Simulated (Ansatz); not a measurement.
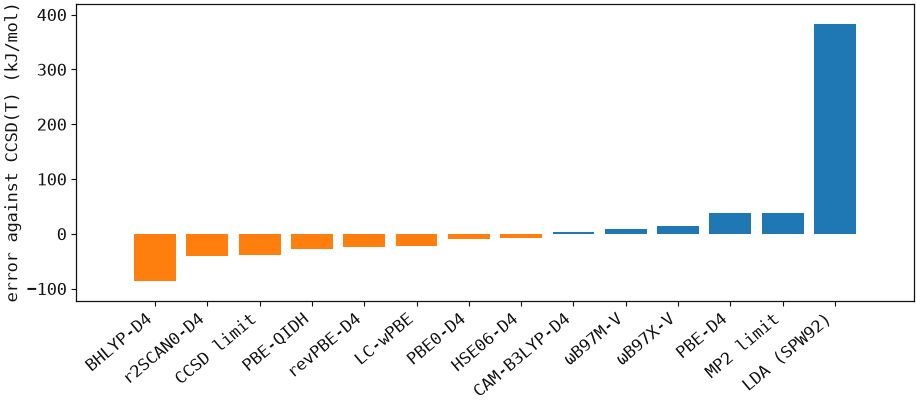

Error in the electronic atomisation energy (method less reference, so positive means overbinding) of CH₄ClFSi, SMILES F[C@@H]([SiH3])Cl: functionals in def2-TZVPP against frozen-core CCSD(T) at the limit (MP2 extrapolated from triple and quadruple zeta, plus CCSD(T) less MP2 in a smaller set), which gives 2543.8 kJ/mol, at a PBE0-D4/def2-TZVP geometry (a minimum by its frequencies), no zero-point or spin-orbit term, the Ansatz code. The reference leaves out core correlation, a term that grows with the number of heavy atoms. PBE-QIDH holds a correlation term that converges slowly with the basis, so part of the distance to the limit is basis error. No dispersion term is added to PBE-QIDH and LC-wPBE. Limit means the basis limit.

Question: What range do the values span?

Answer: From −85.6 kJ/mol (BHLYP-D4) to 382.6 kJ/mol (LDA (SPW92)).

Question: Which of these levels overbind, and which underbind?

Answer: Overbind: PBE-D4, MP2 limit and LDA (SPW92). Underbind: BHLYP-D4, r2SCAN0-D4, CCSD limit, PBE-QIDH, revPBE-D4 and LC-wPBE. Within 20 kJ/mol of zero, too close to call in view of what the reference leaves out: PBE0-D4, HSE06-D4, CAM-B3LYP-D4, ωB97M-V and ωB97X-V.
